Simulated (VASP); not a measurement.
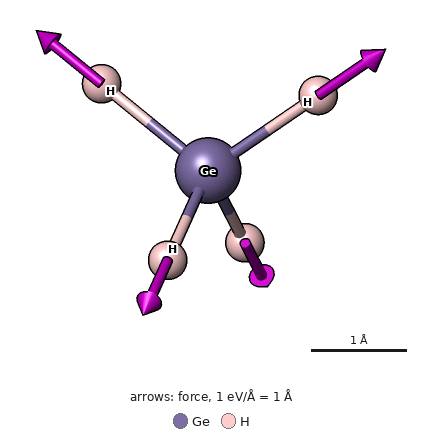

Starting geometry of solid GeH4 (a generated structure, set up in P1) with the computed forces as purple arrows. A ball-and-stick model of the molecule without its box, seen from a free direction.

The run lets the atoms move in a fixed cell. 1 atoms are held fixed.

Theory: VASP 6.6.1, Kohn-Sham DFT of a periodic cell, PBE with D3(BJ), VASP PAW PBE potentials, recommended.

Input file:
```
PREC = Accurate ; ENCUT = 400
EDIFF = 1E-6 ; ISMEAR = 0
SIGMA = 0.01 ; LREAL = False
LASPH = True ; NELM = 100
ALGO = Normal ; ISIF = 2
LWAVE = False ; LCHARG = False
GGA = PE ; IVDW = 12
IBRION = 2 ; NSW = 120
EDIFFG = -0.03 ; ISYM = 0
```

Run as
```bash
cat potpaw_PBE.64/Ge_d/POTCAR potpaw_PBE.64/H/POTCAR > POTCAR
mpirun -np 4 vasp_gam > vasp.out
```

### What follows when this structure is relaxed?

It isn't relaxed: the largest force vector, on H atoms, is 0.92 eV/Å. The atoms end up moving mostly along the starting forces (cosine between the two patterns 1.00). The largest moves, 0.051 Å, are those of H atoms. Ge stays in place. Some distances before and after: Ge–H 1.482 → 1.533 Å. Over 2 geometry steps the energy falls by 2.08 kcal/mol. Largest force component: 0.9 eV/Å at the start, 0.00086 eV/Å at the end.
